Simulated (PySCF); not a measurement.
Vertical excitations of a molecule C5H12 from TDA-ωB97X/def2-SVPD run with PySCF, as energy in eV (oscillator strength): 9.36 (0.139), 9.36 (0.139), 9.36 (0.139), 10.18 (0.000), 10.18 (0.000), 10.18 (0.000), 10.53 (0.000), 10.53 (0.000), 10.61 (0.035), 10.61 (0.035). Lowest triplet (TDA): 9.22 eV. Coordinates come from a r2SCAN-D4/def2-SVP optimisation. Other conformers were not sampled.

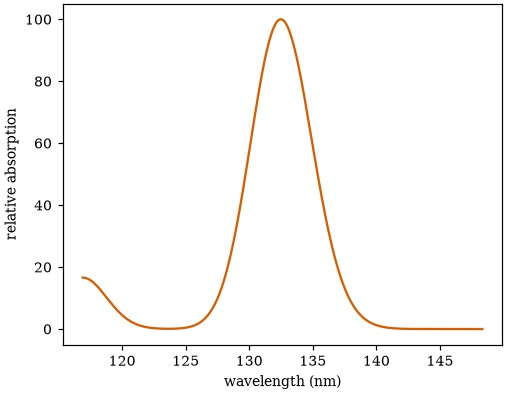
Fig. 1. The lines broadened by 0.4 eV.

Q: Identify the compound among the candidates.
A. CC(C)(C)C
B. CCC(C)C
C. CCCCC

A: A, CC(C)(C)C
